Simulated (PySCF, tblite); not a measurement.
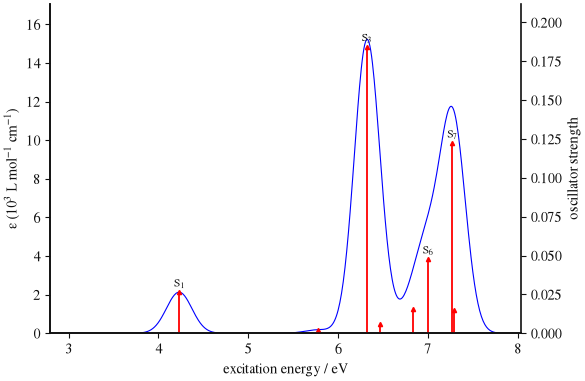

Computed absorption of C₅H₇FO₂Si, SMILES COC1=C[Si@@H](O)C=C1F. Vertical TDDFT excitations, ωB97X-D/def2-SVPD, PySCF, at a GFN2-xTB geometry (a minimum by its frequencies), gas phase. The lowest 8 singlet states are shown; each is broadened by a Gaussian of 1/e half-width 0.20 eV. Sticks give oscillator strengths (right axis).

Q: Does any vertical transition fall in the visible?

A: No singlet lies below 3.1 eV (beyond 400 nm), so at this level no vertical transition falls in the visible.

Q: Where is the lowest singlet, and is it bright?

A: S1 lies at 4.23 eV (293 nm) with f = 0.026, mainly HOMO → LUMO (98 %); it is weak.

Q: List the transitions behind the spectrum.

A:
| state | E (eV) | λ (nm) | f | main character |
| --- | --- | --- | --- | --- |
| S1 | 4.23 | 293 | 0.026 | HOMO → LUMO (98 %) |
| S2 | 5.77 | 215 | 0.002 | HOMO−2 → LUMO (93 %) |
| S3 | 6.32 | 196 | 0.184 | HOMO−1 → LUMO (86 %) |
| S4 | 6.46 | 192 | 0.006 | HOMO → LUMO+1 (62 %) |
| S5 | 6.83 | 182 | 0.016 | HOMO−3 → LUMO (91 %) |
| S6 | 7.00 | 177 | 0.048 | HOMO → LUMO+3 (63 %) |
| S7 | 7.27 | 170 | 0.122 | HOMO → LUMO+4 (58 %) |
| S8 | 7.29 | 170 | 0.015 | HOMO → LUMO+2 (52 %) |

Known limits of this run: the tight-binding geometry is rougher than a DFT one and adds to the error; one conformer of a flexible molecule; core orbitals are frozen in the response.
